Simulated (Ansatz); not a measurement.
# C2H2FO (charge -1): rigid scan of one bond length from a Python script

How does the energy of C2H2FO (charge -1) change as one bond is stretched? A script is to give a rigid scan of one bond length; the system is C2H2FO (charge -1). SMILES: [O-]/C=C/F.

Program: the Python package of Ansatz 0.2.0. Level of theory: CAM-B3LYP/def2-SVP. These are calculated values, not measurements.

## 1. The structure

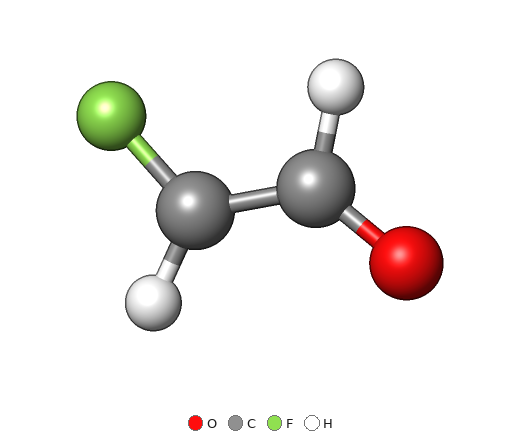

The starting structure, viewed from a chosen angle; oxygen red, carbon grey, fluorine green, hydrogen white.

The script holds or builds the structure itself.

## 2. Script

Input file c2h2fo.py:

```python
"""Potential curve of C2H2FO(-) along one bond."""

import ansatz as az
import matplotlib.pyplot as plt
import numpy as np

GEOMETRY = """
O     1.71060   -0.61070    0.02820
C     0.68020    0.10940   -0.02100
C    -0.61830   -0.20610    0.02890
F    -1.58890    0.72530   -0.04070
H     0.83760    1.18450   -0.12190
H    -1.02120   -1.20230    0.12650
"""

mol = az.Crystal.molecule()
for line in GEOMETRY.strip().splitlines():
    symbol, *xyz = line.split()
    mol = mol.atom(symbol, [float(v) for v in xyz])

symbols = [site.symbol for site in mol.cartesian_sites]
start = np.array([site.position_ang for site in mol.cartesian_sites])
axis = (start[3] - start[2]) / np.linalg.norm(start[3] - start[2])
moving = [3]
lengths, energies = [1.185, 1.239, 1.293, 1.347, 1.401, 1.455, 1.509, 1.589], []
for length in lengths:
    xyz = start.copy()
    xyz[moving] += (length - np.linalg.norm(start[3] - start[2])) * axis
    point = az.Crystal.molecule()
    for symbol, place in zip(symbols, xyz):
        point = point.atom(symbol, place.tolist())
    calc = (
        point.calculation()
        .basis(gaussian="def2-SVP")
        .functional("cam_b3lyp")
        .charge(-1)
    )
    data = calc.run(threads=1).report
    energies.append(data["free_energy_ev"])
    print(f"r = {length:6.3f} A  E = {energies[-1]:.5f} eV  <S^2> = {abs(data['mean_field']['state']['spin_squared']):.3f}")

# quartic fit about the minimum
fit = np.polynomial.Polynomial.fit(lengths, np.array(energies) - min(energies), 4).convert()
roots = [r.real for r in fit.deriv().roots() if abs(r.imag) < 1e-9 and fit.deriv(2)(r.real) > 0]
r_e = min(roots, key=lambda r: abs(r - lengths[int(np.argmin(energies))]))
print(f"minimum of the fit at {r_e:.4f} A, force constant {fit.deriv(2)(r_e):.2f} eV/A^2")
plt.figure(figsize=(4.5, 3))
plt.plot(lengths, np.array(energies) - min(energies), "o-")
plt.xlabel("bond length (A)")
plt.ylabel("E - E(min) (eV)")
plt.tight_layout()
plt.savefig("scan.png", dpi=100)
```

## 3. What the engine is handed

The engine receives this input (first run):

```yaml
crystal:
  periodic: [false, false, false]
  atoms:
    - { symbol: O, position_ang: [1.7106, -0.6107, 0.0282] }
    - { symbol: C, position_ang: [0.6802, 0.1094, -0.021] }
    - { symbol: C, position_ang: [-0.6183, -0.2061, 0.0289] }
    - { symbol: F, position_ang: [-1.4721673074292203, 0.6132818361215493, -0.03232930619933416] }
    - { symbol: H, position_ang: [0.8376, 1.1845, -0.1219] }
    - { symbol: H, position_ang: [-1.0212, -1.2023, 0.1265] }
basis:
  gaussian:
    orbitals: def2-SVP
hamiltonian:
  xc: cam_b3lyp
total_charge: -1.0
```

## 4. Running it

Run with:

```sh
python c2h2fo.py
```

The program printed:

```text
r =  1.185 A  E = -6860.50959 eV  <S^2> = 0.000
r =  1.239 A  E = -6861.11042 eV  <S^2> = 0.000
r =  1.293 A  E = -6861.46575 eV  <S^2> = 0.000
r =  1.347 A  E = -6861.64037 eV  <S^2> = 0.000
r =  1.401 A  E = -6861.68278 eV  <S^2> = 0.000
r =  1.455 A  E = -6861.62938 eV  <S^2> = 0.000
r =  1.509 A  E = -6861.50745 eV  <S^2> = 0.000
r =  1.589 A  E = -6861.24316 eV  <S^2> = 0.000
minimum of the fit at 1.3943 A, force constant 33.64 eV/A^2
```

Wall time 9.4 s (1 thread of Arm Neoverse V2, shared host); peak memory 0.22 GiB.

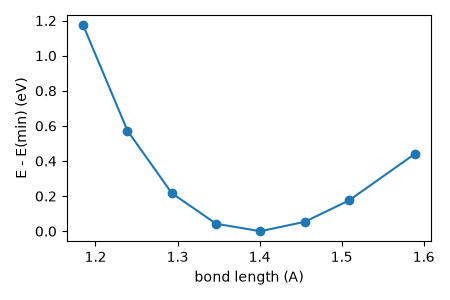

The script's own figure, scan.png.

## 5. Inputs of later runs

The engine's inputs for some of the other runs:

Run 2, against run 1:

```diff
@@ -7 +7 @@
-    - { symbol: F, position_ang: [-1.4721673074292203, 0.6132818361215493, -0.03232930619933416] }
+    - { symbol: F, position_ang: [-1.511077716375362, 0.6506207552359491, -0.03511950243120256] }
```

Run 4, against run 1:

```diff
@@ -7 +7 @@
-    - { symbol: F, position_ang: [-1.4721673074292203, 0.6132818361215493, -0.03232930619933416] }
+    - { symbol: F, position_ang: [-1.5888985342676454, 0.7252985934647483, -0.04069989489493933] }
```

Run 7, against run 1:

```diff
@@ -7 +7 @@
-    - { symbol: F, position_ang: [-1.4721673074292203, 0.6132818361215493, -0.03232930619933416] }
+    - { symbol: F, position_ang: [-1.7056297611060702, 0.8373153508079475, -0.0490704835905445] }
```

## 6. The engine's runs

The 8 runs, in the order started:

```
run  distance (Å)  energy from run 5 (eV)  SCF cycles  CPU time (s)
  1          1.19                  1.1732          16           1.1
  2          1.24                  0.5724          16             1
  3          1.29                  0.2170          16             1
  4          1.35                  0.0424          16             1
  5          1.40                  0.0000          16             1
  6          1.46                  0.0534          16             1
  7          1.51                  0.1753          16             1
  8          1.59                  0.4396          16             1
```

## 7. What came out

| quantity | value |
| --- | --- |
| bond length at the fit's minimum | 1.3943 Å |
| runs compared | 8 |
| range of energy | 1.173 eV |
| lowest point, distance (Å) | 1.40 |

In words: The curve has its lowest point inside the range, at 1.40. The ends stand 1.17 and 0.44 eV above it. The distance scanned is the script's pair 2, 3. Notes:
- The rest of the molecule is held rigid at a force-field or estimated start geometry, and the basis set is modest; single-reference methods fail as a bond breaks.
- The orbitals are restricted, so S² is zero by construction.
- Anions want diffuse functions, which this basis lacks.
